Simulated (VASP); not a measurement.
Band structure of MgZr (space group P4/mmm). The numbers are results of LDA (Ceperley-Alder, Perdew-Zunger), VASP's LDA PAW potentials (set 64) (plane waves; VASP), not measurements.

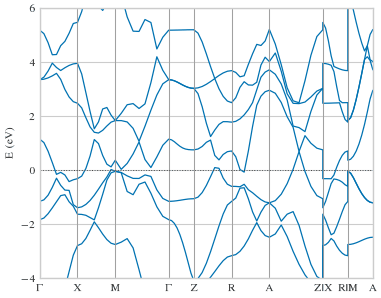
Figure. Bands along high-symmetry lines, zero at the valence-band maximum or, without a gap, the Fermi level

**Question.** Read the plot: is there a gap, and where are the band edges?

**Answer.** It has no gap at this level: it comes out as a metal or semimetal. (Edges off the drawn lines would not show.)

The structure comes from a computed database's MgZr entry (P4/mmm); how it stands against other phases isn't given here. It was relaxed first, which changed the volume by -7 %.
